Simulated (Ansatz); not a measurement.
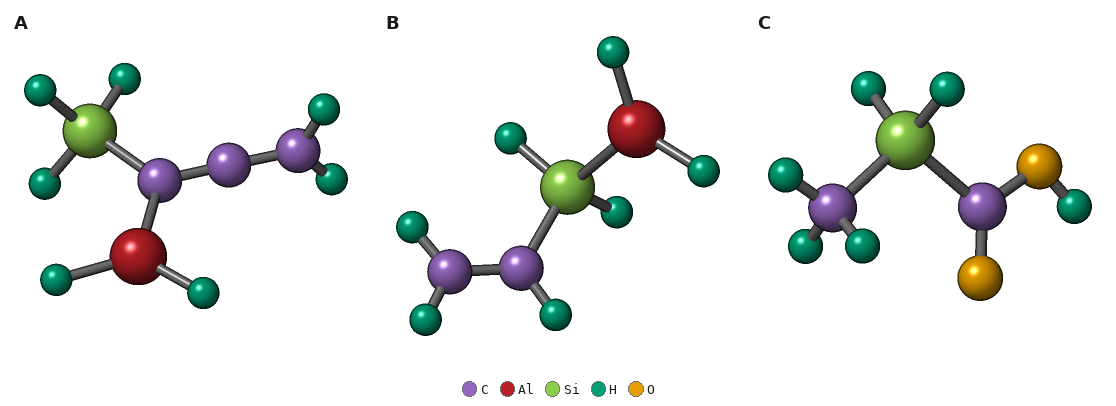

Source: calculation with Ansatz.

Question: Match each picture to its SMILES.
(1) C[SiH2]C(=O)O
(2) C=C[SiH2][AlH2]
(3) C=C=[C]([AlH2])[SiH3]

Answer: A is (3), B is (2), C is (1).
